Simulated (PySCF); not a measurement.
InB (triplet)

```yaml
atoms:
  - { symbol: In, position_ang: [0.0000, 0.0000, -0.2132] }
  - { symbol: B, position_ang: [0.0000, 0.0000, 2.2248] }
```

Core potentials replace the inner electrons of In.

These are results of PySCF 2.14.0, PBE0/cc-pVDZ(-PP), non-relativistic Hamiltonian with scalar-relativistic core potentials where named, at a bond length of 2.438 Å, not measurements.

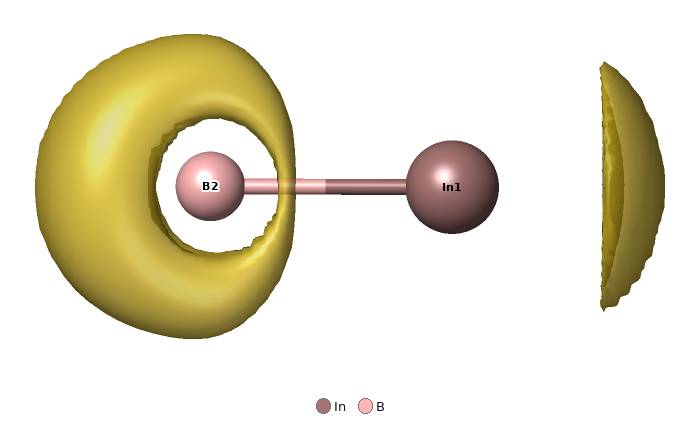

Figure 1. Isosurface of the ELF at 0.9 (yellow), seen from one side. Core shells and regions of very low density are left out.

Where are the electrons localised?

The ELF exceeds this value in one lobe on B, pointing away from the bonds (non-bonding electrons) and one lobe on In, pointing away from the bonds (non-bonding electrons). Profiles from the grid: In–B (2.44 Å): the ELF peaks at about 0.95 in the valence shell of B, 0.8 Å from its nucleus, and drops to about 0.20 between the two atoms.

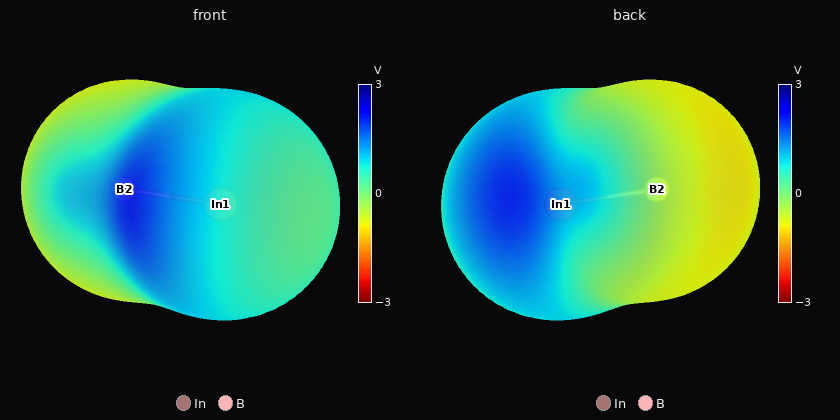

Figure 2. The electrostatic potential painted on the density surface at 0.002 e/bohr³, seen from the front and from behind; red is negative and blue positive.

Where is the surface potential most negative and most positive?

The most negative region (about −1.0 V, or −23 kcal/mol for a unit charge) lies over B2, the most positive (about +2.1 V, or +48 kcal/mol for a unit charge) over In1.

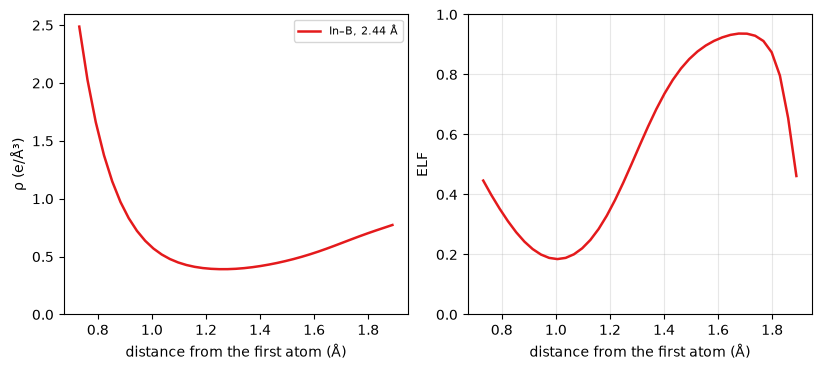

Figure 3. Electron density and ELF along straight lines between neighbouring atoms. The curves leave out the atomic cores.

What can be read from the curves?

In–B (2.44 Å): the density is about 0.39 e/Å³ at the midpoint; the ELF peaks at about 0.95 in the valence shell of B, 0.8 Å from its nucleus, and drops to about 0.20 between the two atoms.
